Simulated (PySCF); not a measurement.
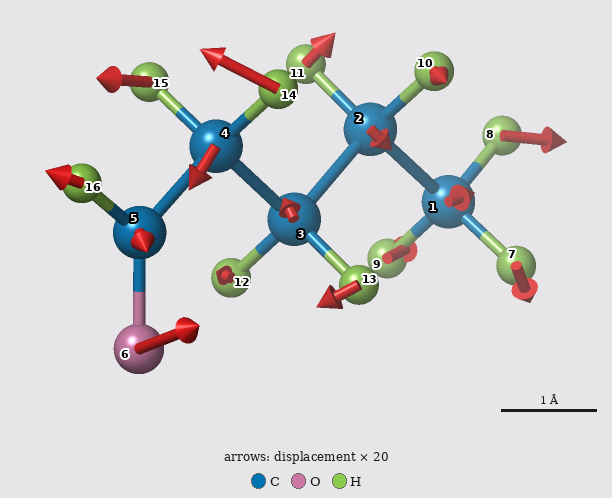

This is a relaxation of C5H10O. The starting structure is drawn; red arrows show the displacements, 20 times their true length. The two geometries are superimposed by the best rigid fit.

A ball-and-stick model, seen from a free direction.

The start comes from MMFF94s.

The calculation used PySCF, PBE0-D3(BJ)/def2-SVP geometry optimisation, gas phase. 

> What did the optimiser do to the structure, and how much energy did it gain?

After 8 geometry steps the energy has fallen by 1.54 kcal/mol. Largest force component: 1.6 eV/Å at the start, 0.0066 eV/Å at the end. O6 moves most after the best rigid fit: 0.056 Å. By element the largest moves are O 0.056 Å, H 0.047 Å, C 0.028 Å. Some distances before and after: C5–O6 1.226 → 1.202 Å, C5–H16 1.104 → 1.123 Å, C4–H14 1.095 → 1.107 Å, C2–H10 1.096 → 1.105 Å. Among the angles between lasting bonds that change: H14–C4–H15 108.2° → 104.2°, C2–C3–C4 111.3° → 113.5°.
